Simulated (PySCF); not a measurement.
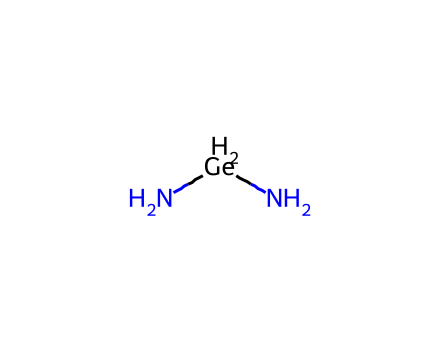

2D structure.

**Write the SMILES.**

[NH2][GeH2][NH2]

**Give the formula, hydrogens included.**

GeH6N2.

**An optimisation with PBE0-D3(BJ)/def2-SVP gave a structure of which point group?**

C1.

More results for the same structure follow; atom numbers are the same in all pictures, views and colours differ. Computed geometry: PBE0-D3(BJ)/def2-SVP optimisation. No frequency run is at hand to confirm it as a minimum.

**Levels of theory compared**

No frequency run is at hand to confirm it as a minimum. Program: PySCF 2.14.0.

Compare lowest singlet excitation (eV) at these levels: B3LYP/def2-SVPD; BHandHLYP/def2-SVPD; CAM-B3LYP/def2-SVPD; LC-wPBE/def2-SVPD; PBE0/6-31G*; PBE0/aug-cc-pVDZ; PBE0/def2-SVP; PBE0/def2-SVPD; PBE0/def2-TZVP; ωB97X-D/def2-SVPD.

```
              level  lowest singlet excitation (eV)
    B3LYP/def2-SVPD                            6.05
BHandHLYP/def2-SVPD                            6.68
CAM-B3LYP/def2-SVPD                            6.36
  LC-wPBE/def2-SVPD                            6.91
        PBE0/6-31G*                            6.74
   PBE0/aug-cc-pVDZ                            5.79
      PBE0/def2-SVP                            6.80
     PBE0/def2-SVPD                            6.28
     PBE0/def2-TZVP                            6.49
  ωB97X-D/def2-SVPD                            6.56
```

**Polarisability**

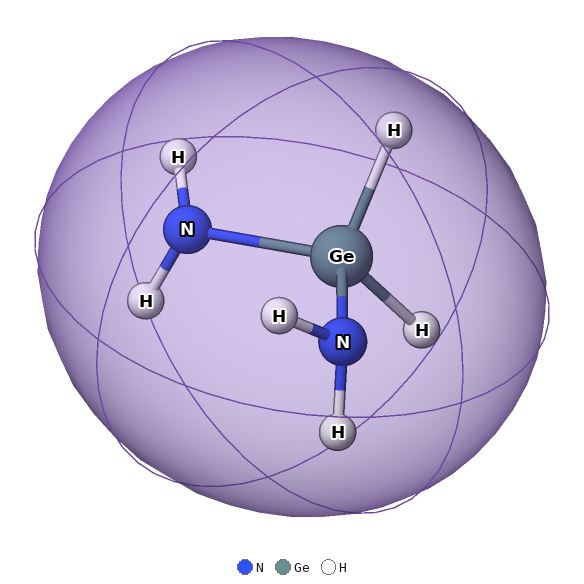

The ellipsoid shows the static dipole polarisability: its half-axes are proportional to the principal values. No frequency run is at hand to confirm it as a minimum. Method: PBE0/def2-SVPD (PySCF 2.14.0).

**How large and how anisotropic is the polarisability?**

Principal values 46.0, 48.7, 53.7 bohr³; mean 49.5 bohr³ (7.33 Å³); anisotropy 6.8 bohr³, so the longest axis is 1.17 times the shortest.

**Core levels**

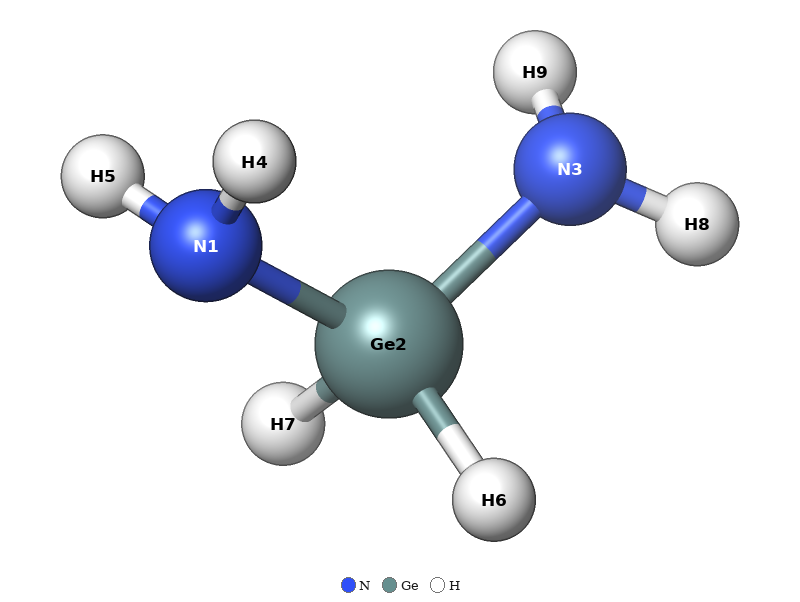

No frequency run is at hand to confirm it as a minimum. Method: delta-SCF UKS PBE0, pcX-2 on the ionised atom, pcseg-1 elsewhere, spin-free X2C (PySCF 2.14.0).

Give the core-electron binding energies (to vacuum) of N1 1s.

| atom | level | binding energy (eV) |
| --- | --- | --- |
| N1 | 1s | 403.8 |
